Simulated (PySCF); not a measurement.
Molecule: C₂H₅F₃Si, SMILES CC[Si](F)(F)F. Atoms near the plane z = 0.0 Å, at the GFN2-xTB optimised geometry (x, y, z in Å): Si3 (0.5, -0.1, 0.0), F5 (2.1, -0.1, 0.0), F6 (0.1, 1.5, 0.0), H9 (-2.1, -1.5, 0.4).

Computed with PBE0/def2-TZVP (PySCF). Cells within 0.4 Å of a nucleus heavier than hydrogen are left out (blank, or x). The values are rescaled to run from 0 to 1.

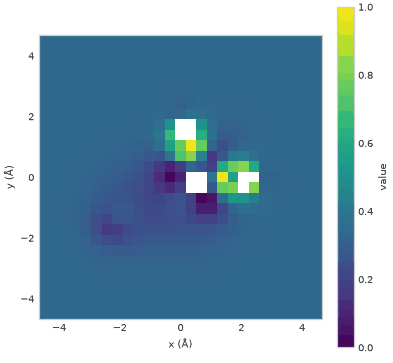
a field on the plane z = 0.0 Å.

Q: Which quantity is mapped?
(A) log10 of the electron density
(B) an orbital amplitude
(C) electron localisation function
(D) deformation density (molecule minus spherical neutral atoms)

A: D, deformation density (molecule minus spherical neutral atoms). In full: deformation density (molecule minus spherical neutral atoms) (e/bohr³).
